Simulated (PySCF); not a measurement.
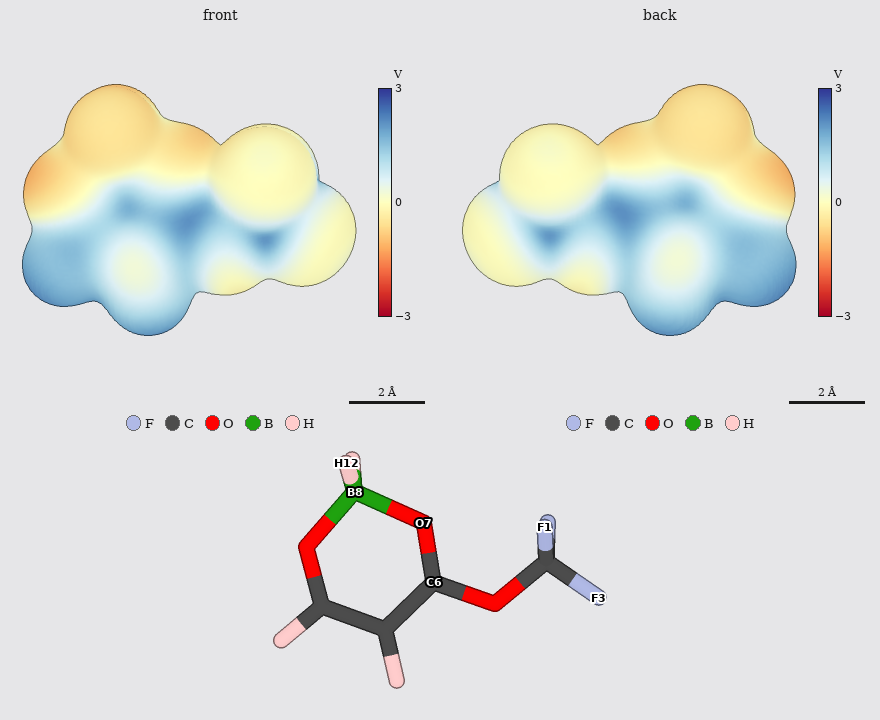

The picture shows: C₄H₄BF₃O₃ (SMILES FC(F)(F)OC1=[O+][BH2-]OC=C1). The molecular electrostatic potential painted on the density surface at 0.004 e/bohr³, seen from the front and from behind; the colour scale runs from red (negative) to blue (positive). The bare structure is drawn below in the same view.

Geometry: PBE0-D3(BJ)/def2-SVP.

The calculation used PySCF, PBE0/pcSseg-1, SCF density, gas phase, non-relativistic.

```xyz
15

F     2.6855   -0.1934    1.0835
C     2.5551   -0.0544   -0.2195
F     3.5712   -0.6334   -0.8195
F     2.5401    1.2267   -0.5270
O     1.4243   -0.6963   -0.6860
C     0.1990   -0.3249   -0.2838
O     0.1022    0.5860    0.5695
B    -1.2737    1.1213    1.0995
O    -2.3611    0.2901    0.4360
C    -2.1389   -0.6212   -0.4197
C    -0.8817   -1.0057   -0.8586
H    -1.2961    0.9256    2.2970
H    -1.3735    2.2749    0.7329
H    -3.0364   -1.1178   -0.8158
H    -0.7283   -1.7898   -1.5947
```

**Describe the electrostatic potential map.**

The most negative region (about −1.1 V, or −25 kcal/mol for a unit charge) lies over O9, the most positive (about +2.1 V, or +48 kcal/mol for a unit charge) over C6, H14 and H15. O9 is the likeliest acceptor of a hydrogen bond.
